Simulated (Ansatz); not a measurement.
**What a change does: single-point calculation on CCl$_{2}$GaN**

System: CCl$_{2}$GaN, SMILES N#[C][Ga]([Cl])[Cl].
Method of run A: RKS SPW92/def2-TZVPP (Ansatz 0.2.0).

The geometry comes from this level: PBE0-D4/def2-TZVP. Text and figures count atoms from 1; the logs count them from 0 in places.

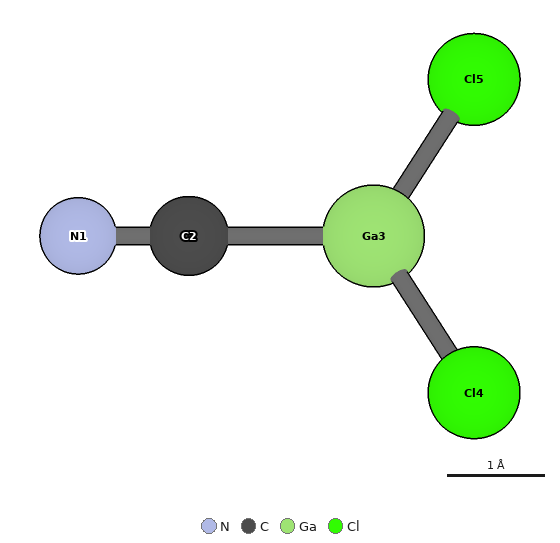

**Figure 1.** The structure (ball-and-stick view, seen at a tilt; atoms are numbered from 1 in the order of the input). Sticks mark near contacts.

### Input file, run A
```yaml
crystal:
  periodic: [false, false, false]
  atoms:
    - {symbol: N, position_ang: [0.909640, -1.318096, 1.914048]}
    - {symbol: C, position_ang: [0.493474, -0.715037, 1.025177]}
    - {symbol: Ga, position_ang: [-0.199427, 0.288682, -0.455699]}
    - {symbol: Cl, position_ang: [-1.735452, -0.526194, -1.643171]}
    - {symbol: Cl, position_ang: [0.581666, 2.197045, -0.881755]}
basis:
  gaussian: {orbitals: def2-TZVPP}
hamiltonian: {xc: lda}
output: {orbitals: {seedname: orbitals}}
```

Hardware: 2 CPU threads, shared host.

### Output (run A)
```
Functional definition: SPW92
  exchange = slater_x
  correlation = pw_c
1291 factors; their error is unknown
mean field evaluation 1: about -79762.0759 eV, gradient 6.8e1 eV
mean field evaluation 2: about -79654.0544 eV, gradient 2.0e2 eV
mean field evaluation 4: about -79767.9029 eV, gradient 3.3e1 eV
mean field evaluation 8: about -79769.9245 eV, gradient 2.7e-1 eV
mean field evaluation 16: about -79769.8957 eV, gradient 8.7e-5 eV
mean field -79769.89569215 eV, -2931.4895967093 hartree, gradient 8.7e-5 eV, S^2 0.000000; 0 other end points of the search recorded, 0 dependent functions left out
reference -79769.89572620 eV, -2931.4895979604 hartree; 39, 39 occupied and 155, 155 virtual orbitals, 1291 factors
Total energy: -79769.89572620 eV, -2931.4895979604 hartree
```

For run B the input was changed thus:
```diff
-hamiltonian: {xc: lda}
+hamiltonian: {xc: {name: wB97X-V}}
```

Predict how the results change.

The total energies belong to different methods, so their difference says nothing on which is more stable or more accurate. The HOMO goes from −8.57 to −12.29 eV. The LUMO goes from −3.71 to −0.59 eV.

### Output (run B)
```
Functional definition: wB97X-V
  parameter omega = 0.3/bohr
  parameter cx = 0.167
  parameter cx1 = 0.603
  parameter cx2 = 1.194
  parameter css0 = 0.556
  parameter css1 = -0.257
  parameter cos0 = 1.219
  parameter cos1 = -1.850
  parameter b = 6.0
  parameter c = 0.01
  exchange = spin_sum(e_x_unif_sr(omega)*poly(b97_u_x, 1 - cx, cx1, cx2)) + cx*exact_x_sr(omega) + exact_x_lr(omega)
  correlation = spin_sum(e_c_pw_same_spin*poly(b97_u_same, css0, css1))
      + integral(e_c_pw_opposite_spin*poly(b97_u_opposite, cos0, cos1)) + vv10(b, c)
1358 factors; their error is unknown
229 factors; integrals over basis functions are off by at most 3.0e-5 eV
mean field evaluation 1: about -79940.5971 eV, gradient 4.8e1 eV
mean field evaluation 2: about -79938.4930 eV, gradient 6.3e1 eV
mean field evaluation 4: about -79945.0839 eV, gradient 3.1e0 eV
mean field evaluation 8: about -79945.1031 eV, gradient 4.4e-2 eV
mean field evaluation 16: about -79945.2660 eV, gradient 3.5e-5 eV
mean field -79945.26602424 eV, -2937.9343375432 hartree, gradient 3.5e-5 eV, S^2 0.000000; 0 other end points of the search recorded, 0 dependent functions left out
reference -79945.26602249 eV, -2937.9343374790 hartree; 39, 39 occupied and 155, 155 virtual orbitals, 1358 factors
Total energy: -79945.26602249 eV, -2937.9343374790 hartree
```

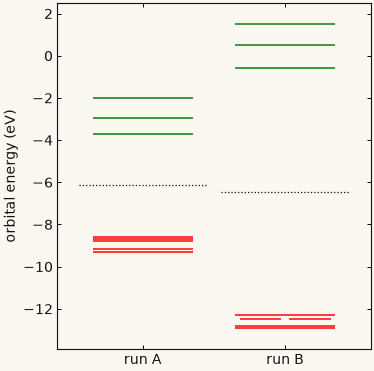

**Figure 2.** The five highest filled and three lowest empty orbital energies of the two runs; the dotted lines part filled from empty levels. The HOMO–LUMO gap is 4.86 eV in run A and 11.69 eV in run B.

### The two runs side by side

```csv
quantity,run A,run B
outcome,converged,converged
total energy (hartree),−2931.489598,−2937.934337
HOMO (eV),−8.57,−12.29
LUMO (eV),−3.71,−0.59
basis functions,194,194
wall time (shared host),1.3 s,8.5 s
```
